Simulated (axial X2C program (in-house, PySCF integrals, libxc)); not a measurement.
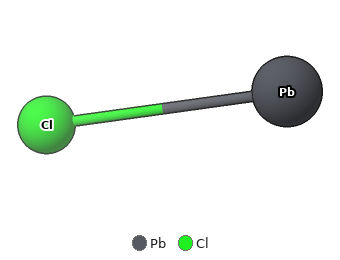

*The molecule at the reference distance of 2.745 Å.*

**PbCl⁻: relativistic diatomic calculation**

System: PbCl⁻, single determinant with Ω = 0. The distance is the PBE0 minimum at charge −1.
Method: expectation values, HF and Kohn-Sham, two-component X2C with atomic mean-field Coulomb and Gaunt terms, Pb dyall-acv3z, Cl dyall-av3z (cores contracted) (axial X2C program (in-house, PySCF integrals, libxc)).

## Results in brief

- outcome: converged; a filled level lies above zero
- hardware: 1 thread of AMD EPYC (Zen 5), 192 GiB of memory available, shared host
- wall time: 2.6 s
- peak memory: 0.52 GiB

## Notes

The highest filled level (PBE0, up to 0.18 eV) lies above zero. That is common for anions, where the functional's self-interaction leaves the outer electrons unbound; only the finite basis holds them, so such levels depend on it.

## Input file
```
{"zs": [82, 17], "q": -1, "bas": ["dyall-acv3z", "dyall-av3z"], "r0": 2.43, "levels": ["PBE0", "HF", "PBE50", "B3LYP", "BHandHLYP"], "nst": 3}
```

The line is the task of a batch: nuclear charges, charge, bases, the levels to run, a first guess of the distance and further settings. This report covers the levels named above. The log is that of the reference distance, started from orbitals converged before.

Launched within a batch (the task file carries these settings):
```bash
python <driver script> task.json out
```

## Log
```
two-component X2C + atomic mean field  PBE0
basis functions 240  fitting functions 1236  grid points 5084
iter        total energy     max residual
   1     -21353.589466942     3.43e-06
   2     -21353.589466942     4.60e-06
converged
one-electron -29751.98858173  Coulomb 8573.36342255  exact exchange -104.22082975  xc functional -319.20775339  nuclear repulsion 268.73334500  atomic mean-field constant -20.26906962
```

## Expectation values by level of theory

```csv
quantity,PBE0,HF,PBE50,B3LYP,BHandHLYP
effective field for an electron dipole moment (GV/cm),–,–,–,–,–
field gradient at the first nucleus (a.u.),7.61,9.19,8.44,7.38,8.23
field gradient at the second nucleus (a.u.),0.981,0.770,0.926,0.958,0.883
"A∥/gI, first nucleus (MHz)",–,–,–,–,–
"A∥/gI, second nucleus (MHz)",–,–,–,–,–
```

Each column comes from one determinant, in a basis with contracted cores. A dash marks a value that vanishes by symmetry, wasn't computed or didn't converge. The spread over the levels shows only part of the uncertainty.

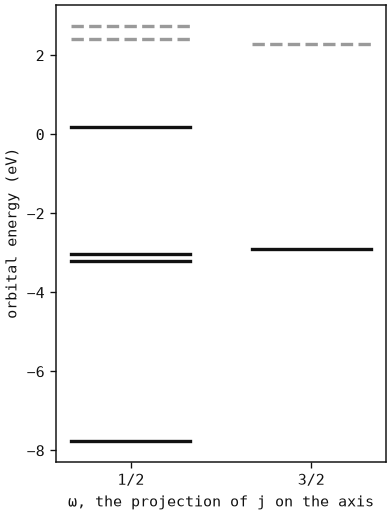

*Orbital energies (PBE0) near the frontier at 2.75 Å, filled (solid) and empty (dashed); the Kramers partners at −ω are degenerate and not drawn.*

The highest filled spinor (1/2; 86 % Pb p, 7 % Cl p) lies at 0.18 eV, the lowest empty one (3/2; 91 % Pb p, 4 % Pb d) at 2.27 eV. A filled level above zero is held only by the finite basis .
